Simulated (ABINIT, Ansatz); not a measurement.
# Al3GaN4 (P-43m): G0W0 on several meshes in ABINIT

How does the mesh move the gap of Al3GaN4 (P-43m)?

Main program and level: ABINIT 10.8.3; PBEsol and many-body steps on it, plane waves.

## Step 1: Set-up

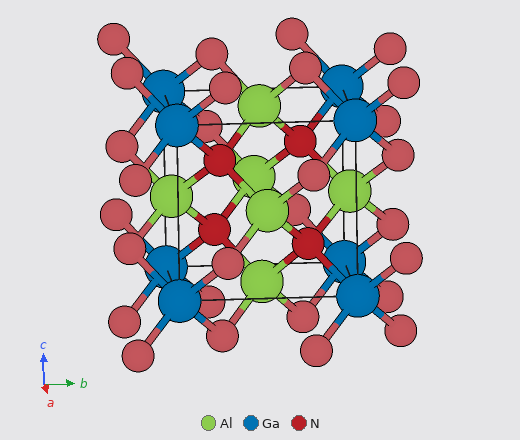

Start, viewed slightly off an axis; aluminium green, gallium blue, nitrogen red. Some periodic images of atoms are drawn too.

The cell and positions are those that the Materials Project relaxed with its own functionals (PBE, PBE+U or r2SCAN), kept fixed.

## Step 2: Empty states on the mesh, 2×2×2 mesh, 179 bands

This step: ABINIT 10.8.3; DFT, PBEsol, plane waves, norm-conserving pseudopotentials.

The sums over transitions need many empty states on a uniform mesh; this step solves for them.

run.abi

```
acell 3*1.0 Angstrom
rprim 
  4.401438530000 0.000000000000 0.000000000000
  0.000000000000 4.401438530000 0.000000000000
  0.000000000000 0.000000000000 4.401438530000
ntypat 3
znucl 13 31 7
natom 8
typat 1 1 1 2 3 3 3 3
xred 
  0.500000000000 0.500000000000 0.000000000000
  0.500000000000 0.000000000000 0.500000000000
  0.000000000000 0.500000000000 0.500000000000
  0.000000000000 0.000000000000 0.000000000000
  0.744163430000 0.744163430000 0.255836570000
  0.744163430000 0.255836570000 0.744163430000
  0.255836570000 0.744163430000 0.744163430000
  0.255836570000 0.255836570000 0.255836570000
pp_dirpath "pseudos"
pseudos "Al.upf, Ga.upf, N.upf"
ecut 45
ngkpt 2 2 2
nshiftk 1
shiftk 0 0 0
kptopt 1
chksymbreak 0
iscf -2
irdden 1
istwfk *1
nband 179
nbdbuf 16
tolwfr 1e-09
nstep 60
prtvol 0
indata_prefix "in"
outdata_prefix "out"
tmpdata_prefix "tmp"
```

Started as:

```sh
$ OMP_NUM_THREADS=1 mpirun -n 4 abinit run.abi > log
```

Numbers of over 12 decimals in the logs are rounded to 6 here.

What it wrote:

```text
.Version 10.8.3 of ABINIT. v10.8.2 released Aug 2026.

 Symmetries : space group P-4 3 m (#215); Bravais cP (primitive cubic)
[... echo of the input left out ...]
== DATASET  1 ==================================================================
-   mpi_nproc: 4, omp_nthreads: 1 (-1 if OMP is not activated)

--- !DatasetInfo
iteration_state: {dtset: 1, }
dimensions: {natom: 8, nkpt: 4, mband: 179, nsppol: 1, nspinor: 1, nspden: 1, mpw: 8340, }
cutoff_energies: {ecut:  45.0, pawecutdg:  -1.0, }
[...]
2.69637    2.69637    2.76858    2.78733    2.78733    2.81665    2.81665    2.85854
   2.85854    2.85854    2.89995    2.89995    2.89995    2.93045    2.93046    2.93051
   2.96910    2.98005    2.98206
 prteigrs : prtvol=0 or 1, do not print more k-points.

== END DATASET(S) ==============================================================
================================================================================

 -outvars: echo values of variables after computation  --------
            nband         179
             nkpt           4
          spgroup         215
 [... the other variables as echoed above ...]

 Calculation completed.
```

Wall time 54 s (4 MPI ranks of Arm Neoverse V2, shared host); peak memory 0.46 GiB; 3.6 min of CPU time.

This step gave:

* gap: 3.332 eV
* k of the valence top: 0, 0, 0
* k of the conduction bottom: 0, 0, 0
* least direct gap: 3.332 eV
* k points computed: 4
* lowest point of the top converged band, above the valence top: 69.2375 eV

On this mesh the gap is 3.332 eV.

The density comes from a self-consistent run that is not shown.

## Step 3: Screening, 2×2×2 mesh, 81 bands, screening to 114.3 eV

The RPA dielectric matrix is built and inverted for each q.

This step: RPA screening on PBEsol, plane waves, norm-conserving pseudopotentials.

Changes to run.abi since step 2:

```diff
@@ -26,10 +26,11 @@
 chksymbreak 0
-iscf -2
-irdden 1
 istwfk *1
-nband 179
-nbdbuf 16
-tolwfr 1e-09
-nstep 60
-prtvol 0
+occopt 1
+irdwfk 1
+optdriver 3
+nband 81
+ecuteps 4.2
+inclvkb 2
+awtr 1
+symchi 1
 indata_prefix "in"
```

What it wrote:

```text
.Version 10.8.3 of ABINIT. v10.8.2 released Aug 2026.

 Symmetries : space group P-4 3 m (#215); Bravais cP (primitive cubic)
[... echo of the input left out ...]
== DATASET  1 ==================================================================
-   mpi_nproc: 4, omp_nthreads: 1 (-1 if OMP is not activated)

--- !DatasetInfo
iteration_state: {dtset: 1, }
dimensions: {natom: 8, nkpt: 4, mband: 81, nsppol: 1, nspinor: 1, nspden: 1, mpw: 8340, }
cutoff_energies: {ecut:  45.0, pawecutdg:  -1.0, }
electrons: {nelect:   5.00000000E+01, charge:   0.00000000E+00, occopt:   1.00000000E+00, tsmear:   1.00000000E-02, }

 SCREENING: Calculation of the susceptibility and dielectric matrices

 Based on a program developped by R.W. Godby, V. Olevano, G. Onida, and L. Reining.
 Incorporated in ABINIT by V. Olevano, G.-M. Rignanese, and M. Torrent.
.Using double precision arithmetic ; gwpc =  8

[... cell and pseudopotentials left out ...]
--------------------------------------------------------------------------------

 ==== K-mesh for the wavefunctions ====
 Number of points in the irreducible wedge :     4
[... list of points left out ...]
 Together with 24 symmetry operations and time-reversal symmetry
 yields     8 points in the full Brillouin Zone.

 ==== Q-mesh for the screening function ====
 Number of points in the irreducible wedge :     4
[... list of points left out ...]
 Together with 24 symmetry operations and time-reversal symmetry
 yields     8 points in the full Brillouin Zone.

 setmesh: FFT mesh size selected  =    36x   36x   36
          total number of points  =        46656

 vcoul_init : cutoff-mode = AUXILIARY_FUNCTION
 q-points for optical limit:   1
     1)      0.000010    0.000020    0.000030

- screening: taking advantage of time-reversal symmetry
- Maximum band index for partially occupied states nbvw = 25
- Remaining bands to be divided among processors   nbcw = 56
- Number of bands treated by each node ~14

 Number of electrons calculated from density =   50.0000; Expected =   50.0000
 average of density, n =  0.086894
 r_s =    1.4006
 omega_plasma =   28.4348 [eV]

 calculating chi0 at frequencies [eV] :
  1    0.000000E+00    0.000000E+00
  2    0.000000E+00    2.843481E+01

--------------------------------------------------------------------------------
  q-point number  1        q = ( 0.000000, 0.000000, 0.000000) [r.l.u.]
--------------------------------------------------------------------------------
[... chi0 elements left out ...]
 For q-point:  0.000010 0.000020 0.000030
  dielectric constant =   5.7305
  dielectric constant without local fields =   6.2102

  Average fulfillment of the sum rule on Im[epsilon] for q-point    1 :     35.54  [%]
[... wings left out ...]
  q-point number  2        q = ( 0.500000, 0.000000, 0.000000) [r.l.u.]
--------------------------------------------------------------------------------
[... chi0 elements left out ...]
  Average fulfillment of the sum rule on Im[epsilon] for q-point    2 :     42.59  [%]

 [... 2 further q-points ...]
```

It took 16 s on 4 MPI ranks; peak memory 1.1 GiB.

This step gave:

* ε∞ with local fields, on this mesh, along the program's q direction: 5.731
* the same without local fields: 6.210
* plasma frequency: 28.43 eV
* plane waves in the screening matrix: 251

Local fields lower ε∞ by 8 %. On a Γ-centred mesh this coarse the value itself is usually too large, while a short band sum pulls it down.

## Step 4: 2×2×2

The self-energy is evaluated for the states that the input lists, and the levels follow from it, in one-shot runs by the linearised quasiparticle equation.

This step: G0W0 on PBEsol, plane waves, norm-conserving pseudopotentials.

Changes to run.abi since step 3:

```diff
@@ -29,8 +29,15 @@
 irdwfk 1
-optdriver 3
+optdriver 4
 nband 81
+gwcalctyp 0
+ecutsigx 45
+symsigma 1
+nkptgw 1
+kptgw 
+  0.0000000000 0.0000000000 0.0000000000
+bdgw 
+  23 28
 ecuteps 4.2
-inclvkb 2
-awtr 1
-symchi 1
+irdscr 1
+ppmodel 1
 indata_prefix "in"
```

What it wrote:

```text
.Version 10.8.3 of ABINIT. v10.8.2 released Aug 2026.

 Symmetries : space group P-4 3 m (#215); Bravais cP (primitive cubic)
[... echo of the input left out ...]
== DATASET  1 ==================================================================
-   mpi_nproc: 4, omp_nthreads: 1 (-1 if OMP is not activated)

--- !DatasetInfo
iteration_state: {dtset: 1, }
dimensions: {natom: 8, nkpt: 4, mband: 81, nsppol: 1, nspinor: 1, nspden: 1, mpw: 8340, }
cutoff_energies: {ecut:  45.0, pawecutdg:  -1.0, }
electrons: {nelect:   5.00000000E+01, charge:   0.00000000E+00, occopt:   1.00000000E+00, tsmear:   1.00000000E-02, }

 SIGMA: Calculation of the GW corrections

 Based on a program developped by R.W. Godby, V. Olevano, G. Onida, and L. Reining.
 Incorporated in ABINIT by V. Olevano, G.-M. Rignanese, and M. Torrent.
.Using double precision arithmetic ; gwpc =  8

[... cell and pseudopotentials left out ...]
--------------------------------------------------------------------------------

 ==== K-mesh for the wavefunctions ====
 Number of points in the irreducible wedge :     4
[... list of points left out ...]
 Together with 24 symmetry operations and time-reversal symmetry
 yields     8 points in the full Brillouin Zone.

 ==== Q-mesh for screening function ====
 Number of points in the irreducible wedge :     4
[... list of points left out ...]
 Together with 24 symmetry operations and time-reversal symmetry
 yields     8 points in the full Brillouin Zone.

 vcoul_init : cutoff-mode = AUXILIARY_FUNCTION
 q-points for optical limit:   1
     1)      0.000010    0.000020    0.000030
 setmesh: FFT mesh size selected  =    54x   54x   54
          total number of points  =       157464

 Number of electrons calculated from density =   50.0000; Expected =   50.0000
 average of density, n =  0.086894
 r_s =    1.4006
 omega_plasma =   28.4348 [eV]

 === KS Band Gaps ===
  >>>> For spin  1
   Minimum direct gap =   3.3322 [eV], located at k-point      :   0.0000  0.0000  0.0000
   Fundamental gap    =   3.3322 [eV], Top of valence bands at :   0.0000  0.0000  0.0000
                                       Bottom of conduction at :   0.0000  0.0000  0.0000
 SIGMA fundamental parameters:
 PLASMON POLE MODEL  1
 number of plane-waves for SigmaX                 8289
 number of plane-waves for SigmaC and W            251
 number of plane-waves for wavefunctions          8289
 number of bands                                    81
 number of independent spin polarizations            1
 number of spinorial components                      1
 number of k-points in IBZ                           4
 number of q-points in IBZ                           4
 number of symmetry operations                      24
 number of k-points in BZ                            8
 number of q-points in BZ                            8
 number of frequencies for dSigma/dE                 9
 frequency step for dSigma/dE [eV]                0.25
 number of omega for Sigma on real axis              0
 max omega for Sigma on real axis  [eV]           0.00
 zcut for avoiding poles [eV]                     0.10

 EPSILON^-1 parameters (SCR file):
 dimension of the eps^-1 matrix on file            251
 dimension of the eps^-1 matrix used               251
 number of plane-waves for wavefunctions          8289
 number of bands                                    81
 number of q-points in IBZ                           4
 number of frequencies                               2
 number of real frequencies                          1
 number of imag frequencies                          1

 matrix elements of self-energy operator (all in [eV])

 Perturbative Calculation

--- !SelfEnergy_ee
iteration_state: {dtset: 1, }
kpoint     : [   0.000,    0.000,    0.000, ]
spin       : 1
KS_gap     :    3.332
QP_gap     :    4.273
Delta_QP_KS:    0.940
data: !SigmaeeData |
     Band     E0 <VxcDFT>   SigX SigC(E0)      Z dSigC/dE  Sig(E)    E-E0       E
       23   5.951 -17.109 -20.836   3.761   0.794  -0.259 -17.082   0.027   5.977
       24   5.951 -17.109 -20.836   3.761   0.794  -0.259 -17.082   0.027   5.977
       25   5.951 -17.109 -20.836   3.761   0.794  -0.259 -17.082   0.027   5.977
       26   9.283 -10.415  -5.888  -3.370   0.836  -0.196  -9.448   0.967  10.250
       27   9.283 -10.415  -5.888  -3.370   0.836  -0.196  -9.448   0.967  10.250
       28   9.283 -10.415  -5.888  -3.370   0.836  -0.196  -9.448   0.967  10.250

== END DATASET(S) ==============================================================
================================================================================

 -outvars: echo values of variables after computation  --------
           etotal      0.0000000000E+00
            nband          81
             nkpt           4
          spgroup         215
 [... the other variables as echoed above ...]

 Calculation completed.
```

It took 4.8 s on 4 MPI ranks; peak memory 0.9 GiB.

Numbers from this step:

```
G0W0 gap on the points computed              : 4.273 eV
starting gap on the mesh                     : 3.332 eV
k of the valence top                         : 0, 0, 0
k of the conduction bottom                   : 0, 0, 0
Z at the valence top                         : 0.794
Z at the conduction bottom                   : 0.836
least direct G0W0 gap on the computed points : 4.273 eV
```

The gap on the mesh goes from 3.33 eV to 4.27 eV, a correction of +0.94 eV.

## Step 5: Empty states on the mesh, 4×4×4 mesh, 89 bands

This step: DFT, PBEsol, plane waves, norm-conserving pseudopotentials.

Changes to run.abi since step 4:

```diff
@@ -21,3 +21,3 @@
 ecut 45
-ngkpt 2 2 2
+ngkpt 4 4 4
 nshiftk 1
@@ -26,18 +26,10 @@
 chksymbreak 0
+iscf -2
+irdden 1
 istwfk *1
-occopt 1
-irdwfk 1
-optdriver 4
-nband 81
-gwcalctyp 0
-ecutsigx 45
-symsigma 1
-nkptgw 1
-kptgw 
-  0.0000000000 0.0000000000 0.0000000000
-bdgw 
-  23 28
-ecuteps 4.2
-irdscr 1
-ppmodel 1
+nband 89
+nbdbuf 8
+tolwfr 1e-09
+nstep 60
+prtvol 0
 indata_prefix "in"
```

What it wrote:

```text
.Version 10.8.3 of ABINIT. v10.8.2 released Aug 2026.

 Symmetries : space group P-4 3 m (#215); Bravais cP (primitive cubic)
[... echo of the input left out ...]
== DATASET  1 ==================================================================
-   mpi_nproc: 4, omp_nthreads: 1 (-1 if OMP is not activated)

--- !DatasetInfo
iteration_state: {dtset: 1, }
dimensions: {natom: 8, nkpt: 10, mband: 89, nsppol: 1, nspinor: 1, nspden: 1, mpw: 8340, }
cutoff_energies: {ecut:  45.0, pawecutdg:  -1.0, }
[...]
1.39414    1.45921    1.45921    1.45949    1.45949    1.45949    1.48183    1.48183
   1.48183    1.53032    1.53032    1.53032    1.53331    1.53331    1.53331    1.60599
   1.60599
 prteigrs : prtvol=0 or 1, do not print more k-points.

== END DATASET(S) ==============================================================
================================================================================

 -outvars: echo values of variables after computation  --------
            nband          89
             nkpt          10
          spgroup         215
 [... the other variables as echoed above ...]

 Calculation completed.
```

Wall time 59 s (4 MPI ranks); peak memory 0.44 GiB.

Numbers from this step:

| Quantity | Value |
| --- | --- |
| gap | 3.332 eV |
| k of the valence top | 0, 0, 0 |
| k of the conduction bottom | 0, 0, 0 |
| least direct gap | 3.332 eV |
| k points computed | 10 |
| lowest point of the top converged band, above the valence top | 34.37 eV |

On this mesh the gap is 3.332 eV.

## Step 6: Screening, 4×4×4 mesh, 81 bands, screening to 114.3 eV

This step: RPA screening on PBEsol, plane waves, norm-conserving pseudopotentials.

Changes to run.abi since step 5:

```diff
@@ -26,10 +26,11 @@
 chksymbreak 0
-iscf -2
-irdden 1
 istwfk *1
-nband 89
-nbdbuf 8
-tolwfr 1e-09
-nstep 60
-prtvol 0
+occopt 1
+irdwfk 1
+optdriver 3
+nband 81
+ecuteps 4.2
+inclvkb 2
+awtr 1
+symchi 1
 indata_prefix "in"
```

What it wrote:

```text
.Version 10.8.3 of ABINIT. v10.8.2 released Aug 2026.

 Symmetries : space group P-4 3 m (#215); Bravais cP (primitive cubic)
[... echo of the input left out ...]
== DATASET  1 ==================================================================
-   mpi_nproc: 4, omp_nthreads: 1 (-1 if OMP is not activated)

--- !DatasetInfo
iteration_state: {dtset: 1, }
dimensions: {natom: 8, nkpt: 10, mband: 81, nsppol: 1, nspinor: 1, nspden: 1, mpw: 8340, }
cutoff_energies: {ecut:  45.0, pawecutdg:  -1.0, }
electrons: {nelect:   5.00000000E+01, charge:   0.00000000E+00, occopt:   1.00000000E+00, tsmear:   1.00000000E-02, }

 SCREENING: Calculation of the susceptibility and dielectric matrices

 Based on a program developped by R.W. Godby, V. Olevano, G. Onida, and L. Reining.
 Incorporated in ABINIT by V. Olevano, G.-M. Rignanese, and M. Torrent.
.Using double precision arithmetic ; gwpc =  8

[... cell and pseudopotentials left out ...]
--------------------------------------------------------------------------------

 ==== K-mesh for the wavefunctions ====
 Number of points in the irreducible wedge :    10
[... list of points left out ...]
 Together with 24 symmetry operations and time-reversal symmetry
 yields    64 points in the full Brillouin Zone.

 ==== Q-mesh for the screening function ====
 Number of points in the irreducible wedge :    10
[... list of points left out ...]
 Together with 24 symmetry operations and time-reversal symmetry
 yields    64 points in the full Brillouin Zone.

 setmesh: FFT mesh size selected  =    36x   36x   36
          total number of points  =        46656

 vcoul_init : cutoff-mode = AUXILIARY_FUNCTION
 q-points for optical limit:   1
     1)      0.000010    0.000020    0.000030

- screening: taking advantage of time-reversal symmetry
- Maximum band index for partially occupied states nbvw = 25
- Remaining bands to be divided among processors   nbcw = 56
- Number of bands treated by each node ~14

 Number of electrons calculated from density =   50.0000; Expected =   50.0000
 average of density, n =  0.086894
 r_s =    1.4006
 omega_plasma =   28.4348 [eV]

 calculating chi0 at frequencies [eV] :
  1    0.000000E+00    0.000000E+00
  2    0.000000E+00    2.843481E+01

--------------------------------------------------------------------------------
  q-point number  1        q = ( 0.000000, 0.000000, 0.000000) [r.l.u.]
--------------------------------------------------------------------------------
[... chi0 elements left out ...]
 For q-point:  0.000010 0.000020 0.000030
  dielectric constant =   4.6677
  dielectric constant without local fields =   5.0870

  Average fulfillment of the sum rule on Im[epsilon] for q-point    1 :     35.64  [%]
[... wings left out ...]
  q-point number  2        q = ( 0.250000, 0.000000, 0.000000) [r.l.u.]
--------------------------------------------------------------------------------
[... chi0 elements left out ...]
  Average fulfillment of the sum rule on Im[epsilon] for q-point    2 :     47.29  [%]

 [... 8 further q-points ...]
```

The job ended after 86 s (4 MPI ranks; peak memory 1.9 GiB).

This step gave:

* ε∞ with local fields, on this mesh, along the program's q direction: 4.668
* the same without local fields: 5.087
* plasma frequency: 28.43 eV
* plane waves in the screening matrix: 251

(Continued in part 2 of 2.)

[Paths, hosts, dates, memory and timing lines, banners, echoed tables and standing remarks are left out of the program output.]

[Logs are printed without paths, hosts, clocks, repeated set-up lines and the standing remarks that a program may print on its own settings, such as how far it seeks lower states.]

[Runs of the session that timed out or met a known fault of the program may be left out.]

[Hosts, paths, dates, database ids (printed as entryN), source tags and the programs' standing remarks are cut or masked in the printed files.]

[G0W0 gaps are taken among the corrected bands and points alone; a level outside them can change the order at an edge.]

[Where Ansatz stands beside ABINIT at settings called matched, ABINIT's density can come from a denser mesh and the files from another edition; pairs whose starting gaps differed by over 0.03 eV were left out, so agreement reads better than it is.]
